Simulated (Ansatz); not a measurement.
System: ZrSnI6.

Input

```
crystal:
  lattice:
    - [3.6801715605, 2.1247480379, 6.7337111582]
    - [-3.6801715605, 2.1247480379, 6.7337111582]
    - [0.0, -4.2494960854, 6.7337111552]
  atoms:
    - { symbol: Zr, position: [0.0, 0.0, 0.0] }
    - { symbol: Sn, position: [0.5, 0.5, 0.5] }
    - { symbol: I, position: [0.588087132, 0.2284006375, -0.0573337392] }
    - { symbol: I, position: [0.2284006375, -0.0573337392, 0.588087132] }
    - { symbol: I, position: [1.0573337392, 0.411912868, 0.7715993625] }
    - { symbol: I, position: [0.7715993625, 1.0573337392, 0.411912868] }
    - { symbol: I, position: [0.411912868, 0.7715993625, 1.0573337392] }
    - { symbol: I, position: [-0.0573337392, 0.588087132, 0.2284006375] }
kpoints:
  mp_grid: { grid: [6, 6, 6] }
  band_path:
    path:
      - [0.0, 0.0, 0.0]
      - [-0.5, -0.5, -0.5]
      - [-0.5, -0.2330432126, -0.7669567874]
      - [-0.2330432126, 0.2330432126, -0.5]
      - [0.0, 0.0, -0.5]
      - [0.0, 0.3665216063, -0.3665216063]
      - [-0.3665216063, 0.0, -0.6334783937]
      - [-0.5, 0.0, -0.5]
    npoints: 1
hamiltonian:
  xc: r2scan
  dispersion: rvv10
scf:
  occupations: { method: fermi_dirac, width: 0.03 }
  n_extra_bands: 6
output:
  forces: true
  stress: true
  eigenvalues: true
  write_density: true
  write_potential: true
  elf: true
  volumetric_format: npy
```

Command:

```sh
ansatz run input.yaml --threads 4 --pin off --max-ram 4608MiB --backend cpu --events-out ev --progress --plain --runs-dir out
```

Below, planes, directions and counts refer to the conventional cell (a = 7.36 Å, b = 7.36 Å, c = 20.20 Å, α = 90.00°, β = 90.00°, γ = 120.00°).

Space group R-3; a structure from a database of computed crystals, not necessarily the ambient phase; started from the KCrF6-148 prototype, which need not be the ambient phase.

Theory: DFT, r2SCAN+rVV10, plane waves, PAW in Ansatz.

Q: What can the converged valence pseudo-density and electron localisation function tell about the bonding?

A: Zr–I (2.86 Å): ρ at the midpoint is about 0.37 e/Å³; the ELF is about 0.55 at the midpoint.
Sn–I (3.16 Å): the density is about 0.22 e/Å³ at the midpoint; the ELF is about 0.45 at the midpoint and 0.30 at its lowest between the atoms.

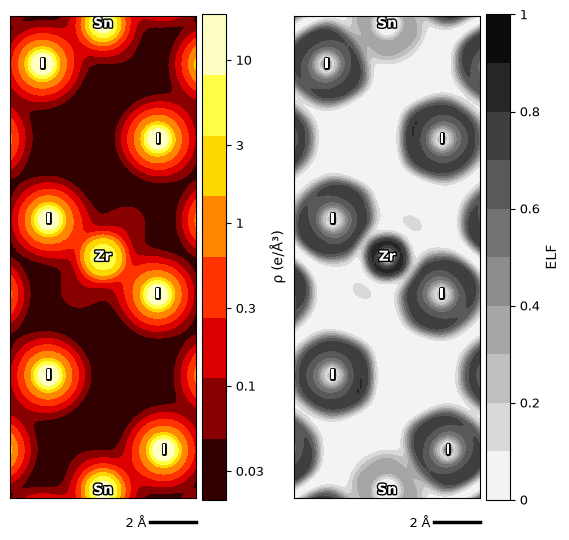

Computed valence pseudo-density and electron localisation function on the (100) plane of the conventional cell, in this order. 

Core electrons are frozen (PAW), and the valence fields are smoothed inside the atomic spheres.
